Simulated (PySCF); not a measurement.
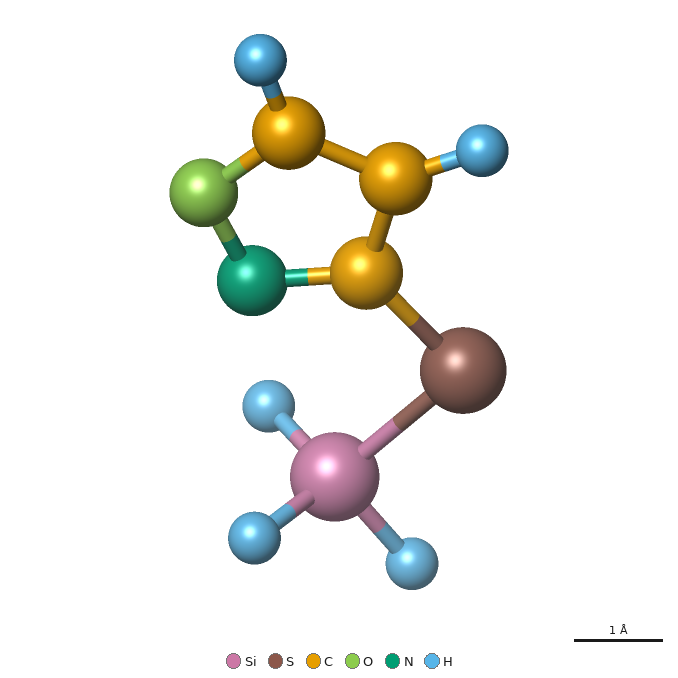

A ball-and-stick model of a molecule. Every bond is drawn as one stick, whatever its order.

Count the atoms of each element.

C₃H₅NOSSi, 12 atoms: 3 carbon, 5 hydrogen, 1 nitrogen, 1 oxygen, 1 sulfur and 1 silicon.

Does it have rings?

Independent rings (smallest set): 1 of 5 members, 1 of them aromatic.

Name some functional groups or characteristic bonds that it holds.

Among them: Si–H bond.

The parts below concern this one geometry. Atoms keep their numbers from picture to picture. Computed geometry: PBE0-D3(BJ)/def2-SVP optimisation. No frequency run is at hand to confirm it as a minimum.

### NMR shielding

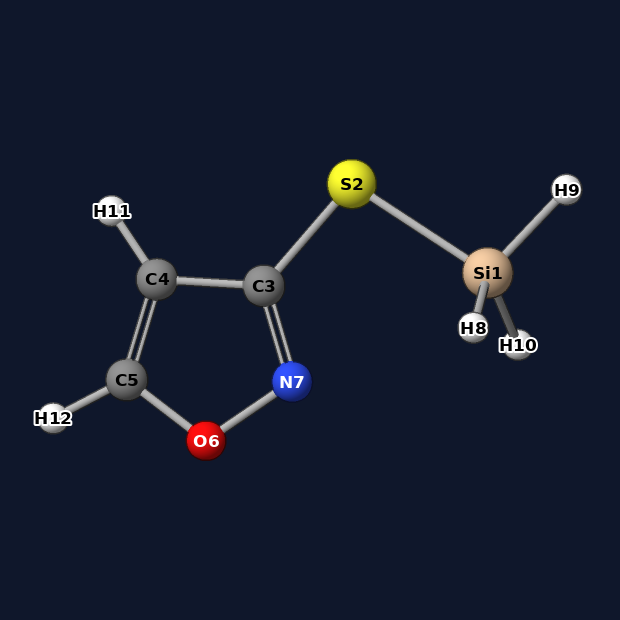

The questions are on isotropic NMR shieldings of the H atoms. No frequency run is at hand to confirm it as a minimum. Properties computed with GIAO B3LYP/pcSseg-1 NMR shielding, non-relativistic, gas phase (PySCF 2.14.0).

List the isotropic NMR shieldings of the H atoms.

```tsv
atom	σ (ppm)
H8	26.53
H9	27.01
H10	26.53
H11	25.10
H12	23.23
```

### Dipole moment

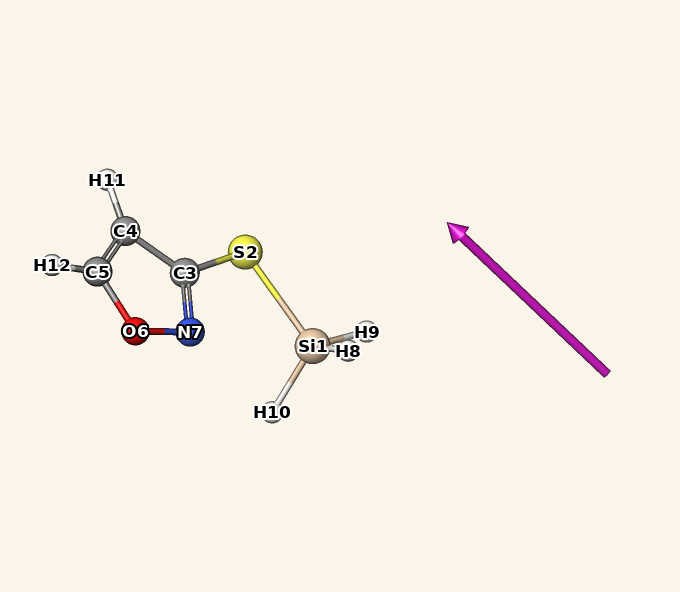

The arrow beside the molecule shows the direction of the dipole moment, from the negative to the positive end (its length means nothing). No frequency run is at hand to confirm it as a minimum. Method: CAM-B3LYP/pcSseg-1, gas phase (PySCF 2.14.0).

How large is the dipole moment?

1.80 D; it points from the side of H9 to the side of H11, H12 (the outermost atoms at the two ends).

### Ring current

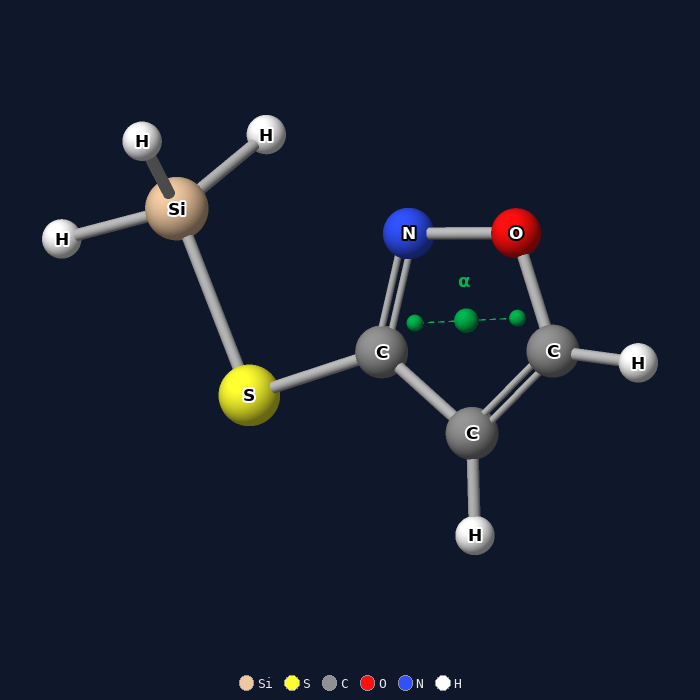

The small points mark where nucleus-independent chemical shifts (NICS) were computed: at the centre of each lettered ring and 1 Å above and below it. No frequency run is at hand to confirm it as a minimum. Properties computed with GIAO PBE0/IGLO-III NMR shielding, non-relativistic, gas phase (PySCF 2.14.0).

Give NICS(0), NICS(1) and the out-of-plane component NICS(1)zz for each ring (means of the two sides).

```tsv
ring	members	NICS(0)	NICS(1)	NICS(1)zz
α	C3NO	−11.0	−9.2	−25.4
```

Values in ppm.

What do the values say about the ring currents?

Ring α: diatropic, as in an aromatic ring. NICS is one index among several.
